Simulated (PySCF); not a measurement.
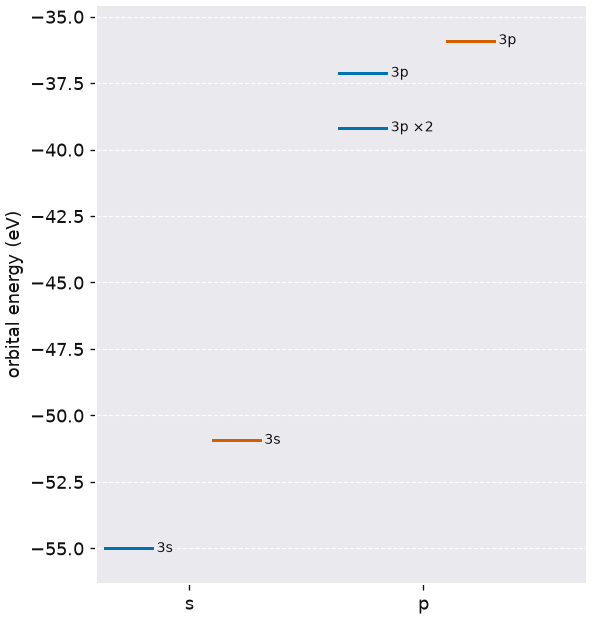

Fig. 1: Orbital energies of the mean field, from the top down to −55.0 eV, by angular momentum, α spin at the left of each column and β at the right; ×n counts the orbitals under one label. The highest filled orbital is 3p β at −35.9 eV, the lowest empty one p β at −31.8 eV.

## Atomic calculation for Ar²⁺

- system: Ar²⁺, configuration 1s2 2s2 2p6 3s2 3p4, multiplicity 3.
- method: unrestricted PBE0, jorge-DZP-DKH, spin-free X2C-1e, Gaussian nucleus (PySCF)

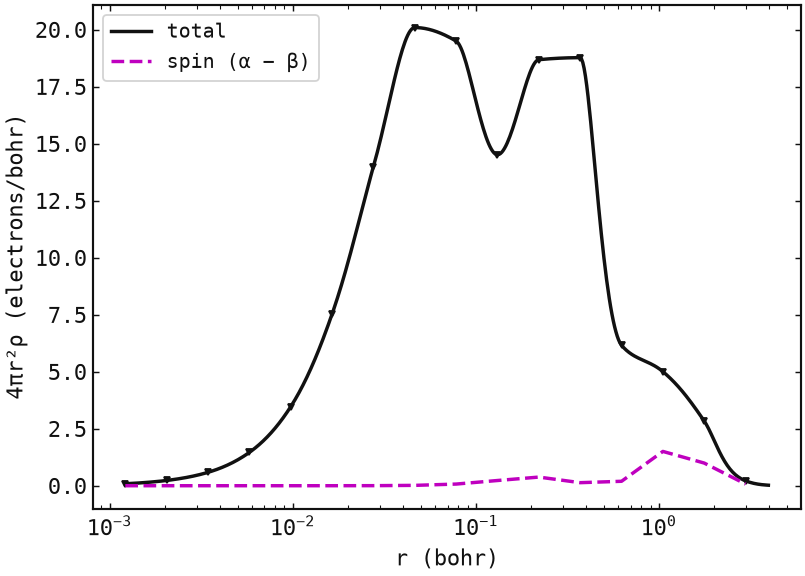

Fig. 2: Spherically averaged radial density 4πr²ρ of the mean field and its spin part; markers are the stored points, which are sparse, and the line is a monotone interpolation between them. The largest stored value is 20.1 electrons/bohr at r = 0.046 bohr. Root-mean-square radii of the shells: 1s 0.0992, 2p 0.419, 2s 0.449, 3s 1.44, 3p 1.59 bohr.

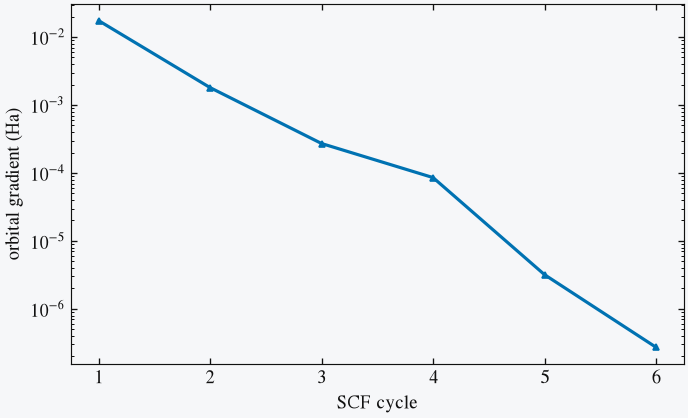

Fig. 3: Convergence: orbital gradient against the SCF cycle. The residual falls at every step. It goes from 0.017 to 2.7×10⁻⁷ in 6 steps.

These pictures come from the run below.

**The input**
```python
from pyscf import gto, scf, dft, mp, cc
import basis_set_exchange as bse
mol = gto.M(atom="Ar 0 0 0", charge=2, spin=2, symmetry="D2h",
            basis=gto.basis.parse(bse.get_basis("jorge-DZP-DKH", elements=["Ar"], fmt="nwchem", header=False)),
            nucmod="G")
mf = dft.UKS(mol, xc="PBE0").sfx2c1e()
mf.irrep_nelec = {'Ag': (3, 3), 'B1u': (2, 1), 'B2u': (2, 2), 'B3u': (2, 1)}
mf.kernel()
```

The script is an equivalent of what the driver set up; the driver started from orbitals of its own, so the log can be shorter than this script's would be, and it computed the properties (radii, ⟨L²⟩, response) afterwards. It held the occupations shell by shell, which the script's counts by irreducible representation don't always enforce.

Launched within a batch (the task file carries these settings):
```bash
OMP_NUM_THREADS=1 python <driver script> TASK.json OUT
```

**The program's output (extracts)**
```
damping factor = 0
level_shift factor = 0
DIIS = <class 'pyscf.scf.diis.CDIIS'>
diis_start_cycle = 1
diis_space = 10
diis_damp = 0
SCF conv_tol = 1e-09
SCF conv_tol_grad = None
number electrons alpha = 9  beta = 7
XC functionals = PBE0
    C. Adamo and V. Barone.,  J. Chem. Phys. 110, 6158 (1999)
    M. Ernzerhof and G. E. Scuseria.,  J. Chem. Phys. 110, 5029 (1999)
cycle= 1 E= -527.597925224971  delta_E= -0.00533  |g|= 0.0174  |ddm|= 0.0695
cycle= 2 E= -527.597981216188  delta_E= -5.6e-05  |g|= 0.0018  |ddm|= 0.0113
cycle= 3 E= -527.59798235972  delta_E= -1.14e-06  |g|= 0.000271  |ddm|= 0.0015
cycle= 4 E= -527.597982399709  delta_E= -4e-08  |g|= 8.55e-05  |ddm|= 0.000315
cycle= 5 E= -527.59798240117  delta_E= -1.46e-09  |g|= 3.19e-06  |ddm|= 6.2e-05
cycle= 6 E= -527.597982401175  delta_E= -5.12e-12  |g|= 2.73e-07  |ddm|= 4.02e-06
converged SCF energy = -527.597982401175  <S^2> = 2.002508  2S+1 = 3.0016715
```

**Results in brief**

- outcome: converged
- total energy: −527.597982 hartree
- ⟨S²⟩: 2.003
- ⟨L²⟩: 2.01
- SCF iterations: 6
- hardware: 1 thread of Arm Neoverse V1, 23 GiB of memory available, shared host
